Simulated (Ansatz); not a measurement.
CH₃GaP (charge +1)

| atom | x (Å) | y (Å) | z (Å) |
| --- | --- | --- | --- |
| C | -0.2238 | 1.9753 | 1.3281 |
| Ga | 0.6401 | -1.8658 | 0.4470 |
| P | 1.0178 | 0.8775 | 1.1811 |
| H | -1.2604 | 1.6745 | 1.1432 |
| H | -0.0620 | 3.0217 | 1.6096 |
| H | 2.2010 | 1.6044 | 1.4884 |

Geometry: B3LYP-D3(BJ)/def2-SVP.

Level of theory: isolated molecule in a Gaussian basis; Kohn-Sham density functional theory, functional PBE0 in Ansatz.

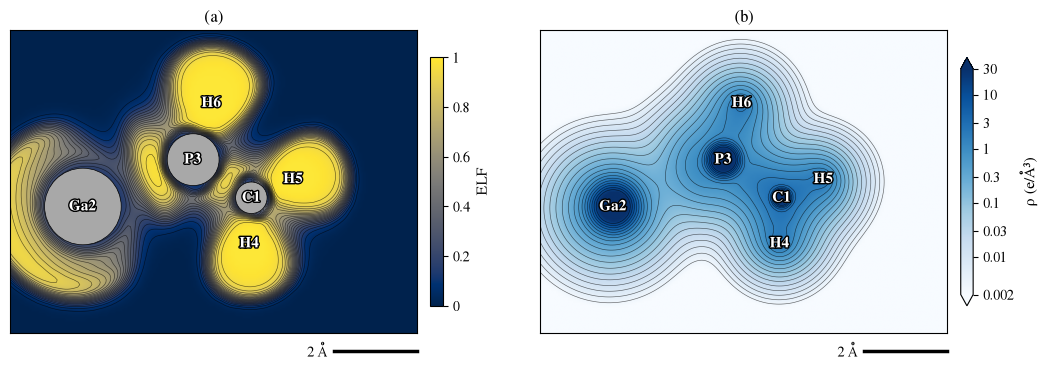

Figure 1. (a) electron localisation function; (b) electron density on the molecular plane. Grey discs cover the atomic cores in the ELF map.

What does the map show?

- The section cuts through C, Ga, P and H sites.
- C–P (1.66 Å): the density is about 1.5 e/Å³ at the midpoint; the ELF peaks at about 0.90 between the atoms: localised, covalent bonding.
- Ga–P (2.86 Å): the density is about 0.25 e/Å³ at the midpoint; the ELF peaks at about 0.95 in the valence shell of P, 1.0 Å from its nucleus, and is about 0.65 at the midpoint.
- C–H (1.10 Å): the density is about 2.1 e/Å³ at the midpoint; the ELF climbs to about 1 towards the hydrogen, as it does in any bond to H: an ordinary covalent bond to hydrogen.
- P–H (1.42 Å): ρ at the midpoint is about 1.1 e/Å³; the ELF climbs to about 1 towards the hydrogen.

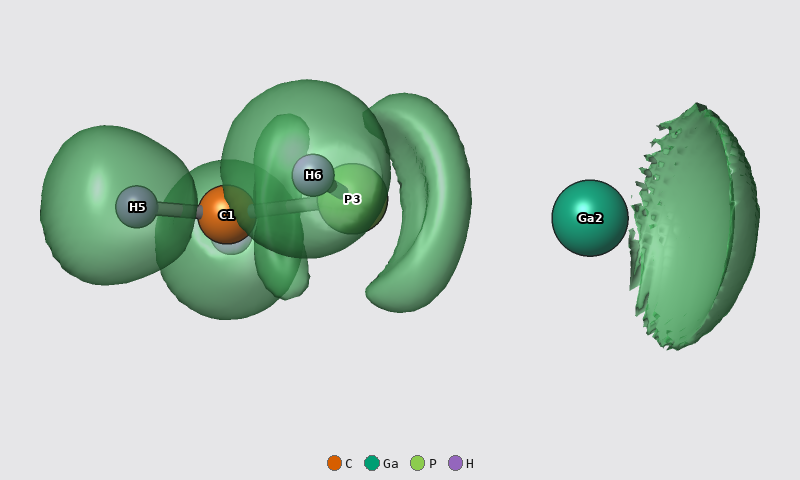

Figure 2. Isosurface of the electron localisation function at 0.85 (green), seen from one side. Core shells and regions of very low density are left out.

Describe the localisation domains.

The surface consists of one region between bonded C–P atoms (shared pairs), three regions around hydrogen nuclei, one lobe on Ga, pointing away from the bonds (lone pairs) and one region wrapped around P (its valence shell).

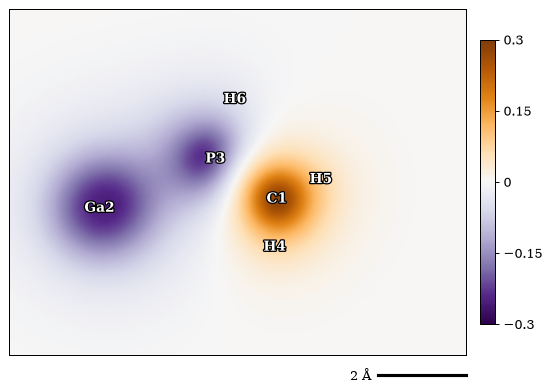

Figure 3. The LUMO on a plane 0.8 Å above the molecular plane (values in Å⁻³ᐟ²; the overall sign is arbitrary).

Where does this orbital lie, and at what energy?

Its weight (Hirshfeld) is mainly on Ga2 (about 55 %), P3 (about 20 %) and C1 (about 20 %); it changes sign across the molecular plane (π type); π-antibonding (a node) across C1–P3. Its energy is −7.38 eV.

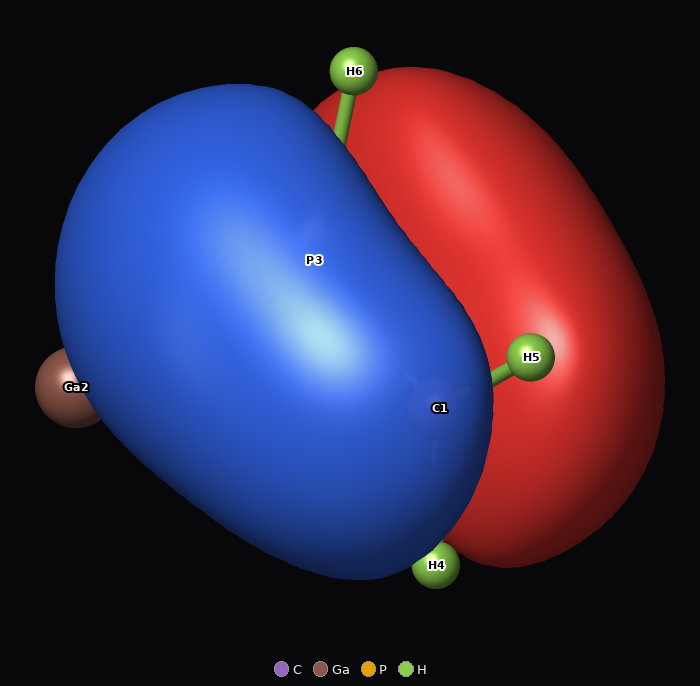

Figure 4. One frontier orbital at ±0.08 Å⁻³ᐟ² (red and blue are the two phases), seen at an oblique angle.

Which orbital is it: HOMO or LUMO?

The HOMO, at −12.70 eV. By Hirshfeld shares it lies mainly on P3 (about 50 %) and C1 (about 40 %); it changes sign across the molecular plane (π type); π-bonding across C1–P3.
